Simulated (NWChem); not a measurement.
# BNH3S (SMILES N[B]S) at UHF/jun-cc-pV(D+d)Z

Aim: the vertical ionisation energy of BNH3S at UHF/jun-cc-pV(D+d)Z, from 2 runs. 

The calculation is run with NWChem 7.3.0.

### 1 The system as given

The species is BNH3S (6 atoms), meant as a doublet with charge 0. SMILES: `N[B]S`. The coordinates come from a PBE0-D4/def2-TZVP relaxation. This is a higher conformer, about 7 kJ/mol above the lowest found by a separate search.

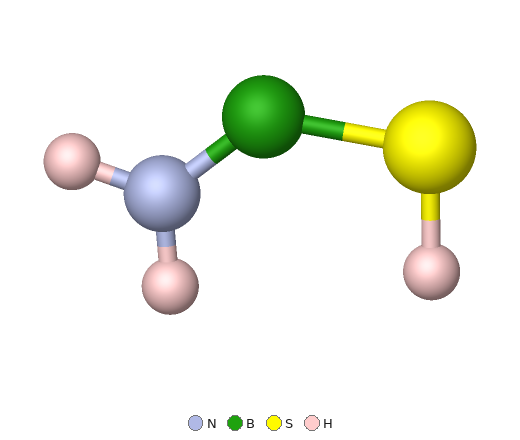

The structure, seen from a chosen angle (nitrogen light blue, boron green, sulfur yellow, hydrogen pink).

### 2 A single-point energy at UHF/jun-cc-pV(D+d)Z

The input, mol.nw:

```
start mol
memory 2200 mb
geometry noautosym nocenter noautoz
N     -0.621200     0.083000    -0.756700
B     -0.538400    -0.445500     0.515700
S      0.781100    -0.475200     1.709200
H     -1.454200     0.016000    -1.315600
H      0.135500     0.569200    -1.216600
H      1.739200     0.188500     1.017800
end
basis spherical bse
* library "jun-cc-pV(D+d)Z"
end
scf
doublet
uhf
thresh 1e-08
maxiter 80
print low
end
task scf energy
```

Run with:

```bash
$ nwchem mol.nw > mol.out
```

What it wrote:

```text
[...]
  functions       =    78
[...]
  wavefunction    = UHF
[...]
         Total SCF energy =   -478.442149857078
      One electron energy =   -820.973683659802
      Two electron energy =    260.826314981106
 Nuclear repulsion energy =     81.705218821619
                       Sz =      0.5000
                 Sz(Sz+1) =      0.7500
                      S^2 =      0.7571
[...]
```

It took 37 s on 1 thread of AMD EPYC 9R14 (Zen 4), shared host; peak memory 0.096 GiB.

### 3 The singlet cation, same level

The input, nw.nw:

```
start nw
title "BH3NS energy"
memory 2200 mb
charge 1

geometry units angstroms noautosym nocenter noautoz
N       -0.621200       0.083000      -0.756700
B       -0.538400      -0.445500       0.515700
S        0.781100      -0.475200       1.709200
H       -1.454200       0.016000      -1.315600
H        0.135500       0.569200      -1.216600
H        1.739200       0.188500       1.017800
end

basis spherical bse
* library "jun-cc-pV(D+d)Z"
end

scf
singlet
rhf
thresh 1e-08
maxiter 80
noprint "final vectors analysis"
end

task scf energy
```

Run with:

```bash
$ nwchem nw.nw > nw.out
```

What it wrote:

```text
[...]
  functions       =    78
[...]
  wavefunction    = RHF
[...]
         Total SCF energy =   -478.156586200933
      One-electron energy =   -813.145801138717
      Two-electron energy =    253.283996116165
 Nuclear repulsion energy =     81.705218821619
        Time for solution =     25.7s
[...]
```

Run time: 28 s. Hardware: 1 thread of AMD EPYC 9R14 (Zen 4), shared host; peak memory 0.098 GiB.

### 4 Outcome

At UHF/jun-cc-pV(D+d)Z:

```
                                          quantity          value
                       doublet BNH3S: total energy  -478.44215 Eh
                               doublet BNH3S: ⟨S²⟩          0.757
                      singlet cation: total energy  -478.15659 Eh
vertical ionisation energy (to the singlet cation)       7.771 eV
```

Removing an electron at fixed nuclei costs 7.77 eV (179 kcal/mol). Only the singlet of the ionised species was computed; a triplet could lie lower. Mulliken charges (singlet cation) run from -0.19 on N1 to +0.36 on B2; they depend strongly on the basis.
